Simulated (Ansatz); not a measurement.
# singlet C2HF2Ge+ at 6 levels

Aim: a comparison of 6 runs (B2PLYP/6-31G*, BLYP/6-31G*, HSE06/6-31G*, PBE-QIDH/6-31G*, r2SCAN/6-31G*, wB97M-V/6-31G*) of singlet C2HF2Ge+. 

The results are computed with Ansatz 0.2.0.

69 further runs of the same task are left out: 69 set aside as unsound or not needed.

### Step 1. Starting point

C2HF2Ge+: 6 atoms, total charge +1, spin state singlet. As SMILES of the parent species, `C#[C][Ge]([F])[F]`. The coordinates come from a PBE0-D4/def2-TZVP relaxation. That shape belongs to the parent species and isn't relaxed for this state.

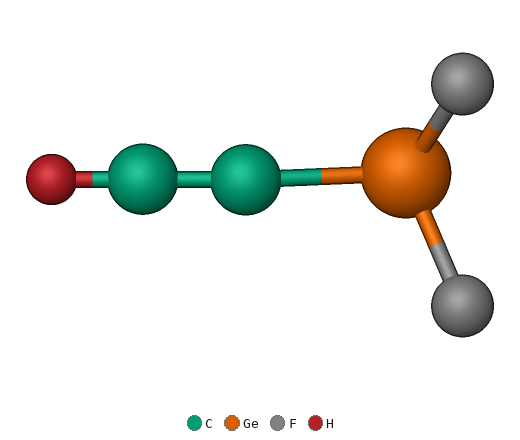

The structure, seen from a chosen angle (carbon teal, germanium orange, fluorine grey, hydrogen red).

### Step 2. The energy at B2PLYP/6-31G(d) (spherical functions) (run 1)

Contents of molecule.yaml:

```yaml
crystal:
  periodic: [false, false, false]
  atoms:
    - {symbol: C, position_ang: [-0.190100, 0.518400, 1.692900]}
    - {symbol: C, position_ang: [-0.131400, 0.204200, 0.530300]}
    - {symbol: Ge, position_ang: [-0.289600, -0.139700, -1.323100]}
    - {symbol: F, position_ang: [-0.276600, -1.850600, -1.565100]}
    - {symbol: F, position_ang: [1.142900, 0.424100, -2.108200]}
    - {symbol: H, position_ang: [-0.213200, 0.779700, 2.727000]}
basis:
  gaussian:
    orbitals: 6-31G_st_-spherical.json
hamiltonian:
  xc: {name: B2PLYP}
output:
  orbitals: {seedname: orbitals}
correlation:
  frozen_orbitals: {C: 1, F: 1, Ge: 9, H: 0}
total_charge: 1
accuracy: high
```

The basis set 6-31G* is read from a file made from the Basis Set Exchange's data (not shown).

The run is started by

```
$ ansatz run molecule.yaml --threads 1 --pin off --max-ram 3480MiB --events-out events.jsonl --progress --plain --runs-dir runs
```

Standard output:

```text
Warning: RAYON_NUM_THREADS=1 ignored (pool sized by the plan → 1); use --threads N
Functional definition: B2PLYP
  name "B2PLYP"
  parameter a = 0.53
  parameter c = 0.27
  exchange = (1 - a)*b88_x + a*exact_x
  correlation = (1 - c)*lyp_c + c*(mp2_os + mp2_ss)
1872 factors; integrals over basis functions are off by at most 9.0e-9 eV
mean field evaluation 1: about -63988.5399 eV, gradient 7.6e1 eV
mean field evaluation 2: about -63988.6118 eV, gradient 7.6e1 eV
mean field evaluation 4: about -63999.3602 eV, gradient 9.4e0 eV
mean field evaluation 8: about -63999.5744 eV, gradient 4.8e-1 eV
mean field evaluation 16: about -63999.5753 eV, gradient 8.6e-4 eV
mean field evaluation 32: about -63993.8863 eV, gradient 1.3e1 eV
mean field -63999.57528387 eV, -2351.9410112121 hartree, gradient 7.0e-8 eV, S^2 0.000000; 1 other end points of the search recorded, 0 dependent functions left out
13 core orbitals not correlated: weight in the atoms' cores, before any rotation towards them, 1.000 or more for the frozen orbitals, at most 0.000 for the correlated occupied ones
reference -63999.57530794 eV, -2351.9410120966 hartree; 18, 18 occupied and 59, 59 virtual orbitals, 1872 factors
second order -28.45190256 eV of doubles, -0.00000000 eV of singles
Total energy: -64007.25732163 eV, -2352.2233208927 hartree
```

It took 14 s on 1 thread of Arm Neoverse V2, shared host; peak memory 0.34 GiB.

### Step 3. The energy at BLYP/6-31G(d) (spherical functions) (run 2)

Contents of input.yaml:

```yaml
crystal:
  periodic: [false, false, false]
  atoms:
    - {symbol: C, position_ang: [-0.190100, 0.518400, 1.692900]}
    - {symbol: C, position_ang: [-0.131400, 0.204200, 0.530300]}
    - {symbol: Ge, position_ang: [-0.289600, -0.139700, -1.323100]}
    - {symbol: F, position_ang: [-0.276600, -1.850600, -1.565100]}
    - {symbol: F, position_ang: [1.142900, 0.424100, -2.108200]}
    - {symbol: H, position_ang: [-0.213200, 0.779700, 2.727000]}
basis:
  gaussian:
    orbitals: 6-31G_st_-spherical.json
total_charge: 1
hamiltonian:
  xc: {name: BLYP}
accuracy: high
output:
  orbitals: {seedname: orbitals}
```

The basis set 6-31G* is read from a file made from the Basis Set Exchange's data (not shown).

The run is started by

```
$ ansatz run input.yaml --threads 1 --pin off --max-ram 3480MiB --events-out events.jsonl --progress --plain --runs-dir runs
```

Standard output:

```text
Warning: RAYON_NUM_THREADS=1 ignored (pool sized by the plan → 1); use --threads N
Functional definition: BLYP
  name "BLYP"
  parameter beta = 0.0042
  parameter a = 0.04918
  parameter b = 0.132
  parameter c = 0.2533
  parameter d = 0.349
  exchange = b88_x(beta = beta)
  correlation = lyp_c(a = a, b = b, c = c, d = d)
1872 factors; integrals over basis functions are off by at most 9.0e-9 eV
mean field evaluation 1: about -64003.3254 eV, gradient 1.0e2 eV
mean field evaluation 2: about -63884.2915 eV, gradient 2.6e2 eV
mean field evaluation 4: about -64016.9552 eV, gradient 5.6e1 eV
mean field evaluation 8: about -64024.1896 eV, gradient 4.5e-1 eV
mean field evaluation 16: about -64024.1884 eV, gradient 3.7e-4 eV
mean field evaluation 32: about -64023.5356 eV, gradient 4.5e0 eV
mean field -64024.18837816 eV, -2352.8455257439 hartree, gradient 4.8e-8 eV, S^2 0.000000; 2 other end points of the search recorded, 0 dependent functions left out
reference -64024.18842955 eV, -2352.8455276323 hartree; 31, 31 occupied and 59, 59 virtual orbitals, 1872 factors
Total energy: -64024.18842955 eV, -2352.8455276323 hartree
```

Run time: 6.9 s. Hardware: 1 thread of Arm Neoverse V2, shared host; peak memory 0.21 GiB.

Run 3 isn't shown in full; the table further down has it.

### Step 4. The energy at PBE-QIDH/6-31G(d) (spherical functions) (run 4)

input.yaml, as its differences from that of step 3:

```diff
@@ -10,9 +10,7 @@
 basis:
-  gaussian:
-    orbitals: 6-31G_st_-spherical.json
+  gaussian: {orbitals: 6-31G_st_-spherical.json}
 total_charge: 1
-hamiltonian:
-  xc: {name: BLYP}
+hamiltonian: {xc: {name: PBE-QIDH}}
+correlation: {frozen_orbitals: {C: 1, F: 1, Ge: 9, H: 0}}
 accuracy: high
-output:
-  orbitals: {seedname: orbitals}
+output: {orbitals: {seedname: orbitals}}
```

The basis set 6-31G* is read from a file made from the Basis Set Exchange's data (not shown).

The run is started by

```
$ ansatz run input.yaml --threads 1 --pin off --max-ram 3480MiB --events-out events.jsonl --progress --plain --runs-dir runs
```

Standard output (excerpt; [...] marks lines left out):

```text
Warning: RAYON_NUM_THREADS=1 ignored (pool sized by the plan → 1); use --threads N
Functional definition: PBE-QIDH
  name "PBE-QIDH"
[...]
1872 factors; integrals over basis functions are off by at most 9.0e-9 eV
[...]
mean field -63987.73318396 eV, -2351.5058220673 hartree, gradient 4.4e-8 eV, S^2 0.000000; 0 other end points of the search recorded, 0 dependent functions left out; unrestricted orbitals would lower it
13 core orbitals not correlated: weight in the atoms' cores, before any rotation towards them, 1.000 or more for the frozen orbitals, at most 0.000 for the correlated occupied ones
reference -63987.73318511 eV, -2351.5058221094 hartree; 18, 18 occupied and 59, 59 virtual orbitals, 1872 factors
second order -26.05794283 eV of doubles, -0.00000000 eV of singles
Total energy: -63996.41916605 eV, -2351.8250260214 hartree
```

Run time: 15 s. Hardware: 1 thread of Arm Neoverse V2, shared host; peak memory 0.31 GiB.

Run 5 isn't shown in full; the table further down has it.

### Step 5. A single-point energy at wB97M-V/6-31G(d) (spherical functions) (run 6)

Contents of in.yaml:

```yaml
crystal:
  periodic: [false, false, false]
  atoms:
    - {symbol: C, position_ang: [-0.190100, 0.518400, 1.692900]}
    - {symbol: C, position_ang: [-0.131400, 0.204200, 0.530300]}
    - {symbol: Ge, position_ang: [-0.289600, -0.139700, -1.323100]}
    - {symbol: F, position_ang: [-0.276600, -1.850600, -1.565100]}
    - {symbol: F, position_ang: [1.142900, 0.424100, -2.108200]}
    - {symbol: H, position_ang: [-0.213200, 0.779700, 2.727000]}
basis:
  gaussian:
    orbitals: 6-31G_st_-spherical.json
total_charge: 1
hamiltonian:
  xc: {name: wB97M-V}
accuracy: high
output:
  orbitals: {seedname: orbitals}
```

The basis set 6-31G* is read from a file made from the Basis Set Exchange's data (not shown).

The run is started by

```
$ ansatz run in.yaml --threads 1 --pin off --max-ram 3480MiB --events-out events.jsonl --progress --plain --runs-dir runs
```

Standard output (excerpt; [...] marks lines left out):

```text
Warning: RAYON_NUM_THREADS=1 ignored (pool sized by the plan → 1); use --threads N
Functional definition: wB97M-V
  name "wB97M-V"
[...]
  gx(w, u) = 1 - cx + cx01*u + cx10*w
  gss(w, u) = css00 + css04*u^4 + css10*w + css20*w^2 + css43*w^4*u^3
  gos(w, u) = cos00 + cos10*w + (cos20 + cos21*u)*w^2 + (cos60 + cos61*u)*w^6
[...]
      + integral(e_c_pw_mod_opposite_spin*gos(b97_w_opposite, b97_u_opposite)) + vv10(b, c)
1872 factors; integrals over basis functions are off by at most 9.0e-9 eV
349 factors; integrals over basis functions are off by at most 2.2e-9 eV
[...]
mean field -64018.17345606 eV, -2352.6244814336 hartree, gradient 6.7e-8 eV, S^2 0.000000; 0 other end points of the search recorded, 0 dependent functions left out
reference -64018.17346092 eV, -2352.6244816124 hartree; 31, 31 occupied and 59, 59 virtual orbitals, 1872 factors
Total energy: -64018.17346092 eV, -2352.6244816124 hartree
```

It took 77 s on 1 thread of Arm Neoverse V2, shared host; peak memory 0.58 GiB.

### Step 6. Overview of the runs

```
run                                  level  frozen core orbitals   energy (Eh)  HOMO energy (eV)  LUMO energy (eV)  HOMO–LUMO gap (eV)  wall time
  1    B2PLYP/6-31G* (spherical functions)                    13  -2352.223321            -16.02            -10.92                5.10       14 s
  2      BLYP/6-31G* (spherical functions)                     –  -2352.845528            -13.59            -12.49                1.09      6.9 s
  3     HSE06/6-31G* (spherical functions)                     –  -2352.251241            -14.64            -12.35                2.29      8.1 s
  4  PBE-QIDH/6-31G* (spherical functions)                    13  -2351.825026            -16.88            -10.41                6.47       15 s
  5    r2SCAN/6-31G* (spherical functions)                     –  -2352.668773            -14.10            -12.69                1.40       15 s
  6   wB97M-V/6-31G* (spherical functions)                     –  -2352.624482            -17.20             -9.91                7.29       77 s
```

### Step 7. Summary of results

| quantity | value |
| --- | --- |
| run 6: total energy | -2352.62448 Eh |
| run 6: HOMO energy | -17.20 eV |
| run 6: LUMO energy | -9.91 eV |
| run 6: HOMO–LUMO gap | 7.29 eV |

The HOMO–LUMO gap runs from 1.09 eV (BLYP/6-31G*) to 7.29 eV (wB97M-V/6-31G*). Totals of different functionals can't be ranked against each other. In run 4 the log says that unrestricted orbitals would lower the reference, so the values rest on an unstable closed-shell determinant (other closed-shell runs at this shape may share the fault). All runs together took 2.3 min, the longest 77 s.
